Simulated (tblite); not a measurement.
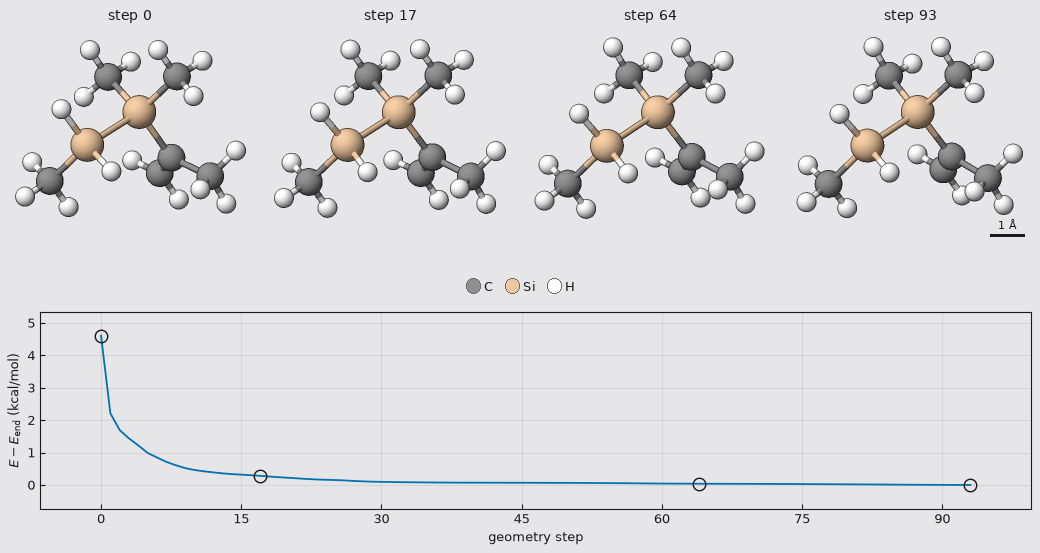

Frames of a relaxation of C6H16Si2, marked on the history of the run. Style: ball-and-stick. Shown at a tilt.

All numbers below come from GFN2-xTB geometry optimisation, gas phase in tblite. 

Question: Describe the path.

Answer: Over 93 geometry steps the energy falls by 4.61 kcal/mol. The largest move after the best rigid fit is that of an H atom, 0.25 Å. By element the largest moves are H 0.25 Å, C 0.16 Å, Si 0.06 Å. Near-neighbour distances that change, for instance: C–Si 1.855 → 1.913 Å, C–Si 1.845 → 1.902 Å, C–Si 1.875 → 1.913 Å, H–Si 1.497 → 1.474 Å. Among the angles between lasting bonds that change: C–Si–Si 107.5° → 112.7°, Si–Si–H 109.2° → 114.1°, C–Si–C 112.2° → 108.6°. The run took 1.6 s on 1 thread of Arm Neoverse N1, on a shared host. From step 0 to 17: an H atom moves most (0.13 Å), energy −4.33 kcal/mol. From step 17 to 64: an H atom moves most (0.13 Å), energy −0.24 kcal/mol. From step 64 to 93: an H atom moves most (0.14 Å), energy −0.04 kcal/mol.

```tsv
step	E − E(0), kcal/mol
0	0.00
1	-2.40
2	-2.92
3	-3.17
4	-3.39
5	-3.62
6	-3.76
7	-3.90
8	-4.00
9	-4.09
10	-4.15
14	-4.27
19	-4.37
23	-4.44
27	-4.48
32	-4.52
36	-4.53
41	-4.54
45	-4.54
49	-4.54
54	-4.55
58	-4.56
62	-4.57
67	-4.57
71	-4.58
76	-4.58
80	-4.59
84	-4.60
89	-4.61
93	-4.61
```
